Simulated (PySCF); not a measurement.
## Electronic structure of C$_{3}$H$_{6}$F$_{2}$Si$_{2}$ (SMILES C#C[SiH2]C[SiH](F)F) in real space

Input

```
{"job": {"kind": "nmr", "xc": "PBE0", "basis": "pcSseg-1"}, "charge": 0, "multiplicity": 1}
C      2.808300    -0.332245     0.866435
C      1.918420     0.307430     0.371656
Si     0.554315     1.300115    -0.390147
C     -1.094718     0.526521     0.183731
Si    -1.359220    -1.250144    -0.366321
F     -2.870230    -1.708891    -0.082982
F     -1.306466    -1.320039    -1.965889
H      3.585946    -0.894121     1.299564
H      0.683314     1.252007    -1.848467
H      0.636726     2.679296     0.111449
H     -1.913715     1.139664    -0.197741
H     -1.152821     0.584688     1.270600
H     -0.494238    -2.283794     0.146639
```

Launched as:

```sh
OMP_NUM_THREADS=1 python probes_run.py task.json out
```

Geometry: GFN2-xTB.

Level of theory: PySCF 2.14.0, PBE0/pcSseg-1, SCF density, gas phase, non-relativistic.

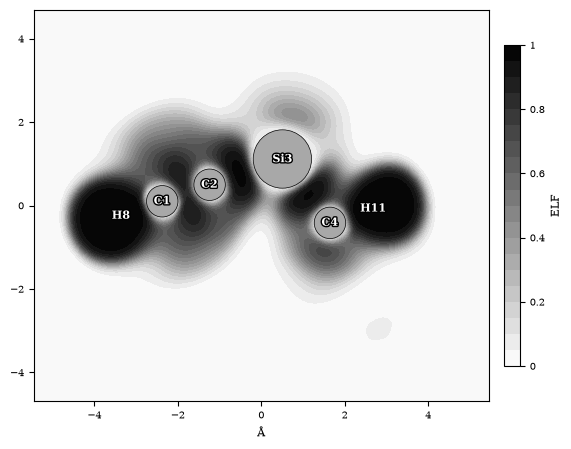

Figure 1. ELF on the plane of atoms C2, Si3 and C4. Grey discs cover the atomic cores.

### What do the fields say about this system?

- The section cuts through C, Si and H sites.
- C–C (1.20 Å): the ELF peaks at about 0.85 between the atoms; a multiple bond.
- C–Si (1.85 Å): the ELF peaks at about 0.95 between the atoms, as expected for a shared electron pair.
- C–H (1.05 Å): the ELF climbs to about 1 towards the hydrogen, as it does in any bond to H (a covalent bond by its length).
- C–Si (1.91 Å): the ELF peaks at about 0.95 between the atoms (localised, covalent bonding).

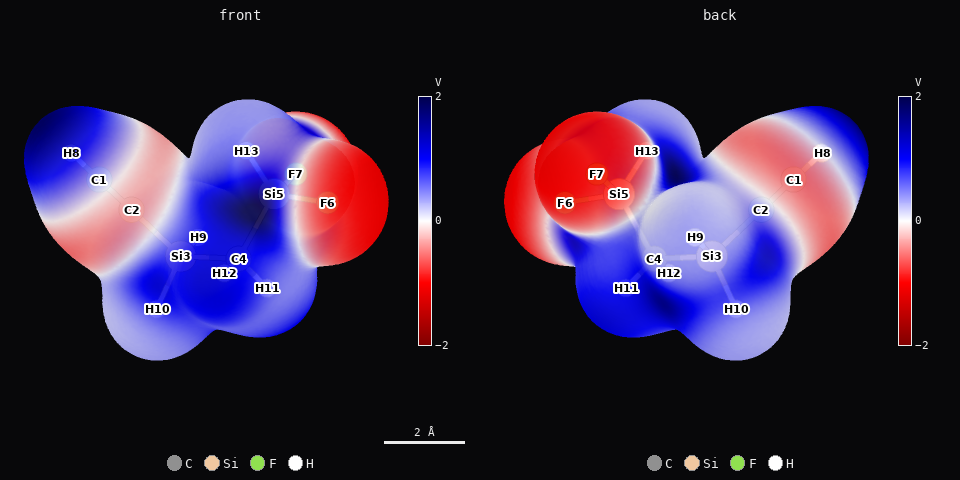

Figure 2. The molecular electrostatic potential painted on the density surface at 0.002 e/bohr³, seen from the front and from behind; red is negative and blue positive.

### Where is the surface potential most negative and most positive?

The most negative region (about −1.1 V) lies over F6 and F7, the most positive (about +1.9 V) over Si5 and H8.

### What dipole moment does the calculation give?

Its dipole moment is 2.57 D.
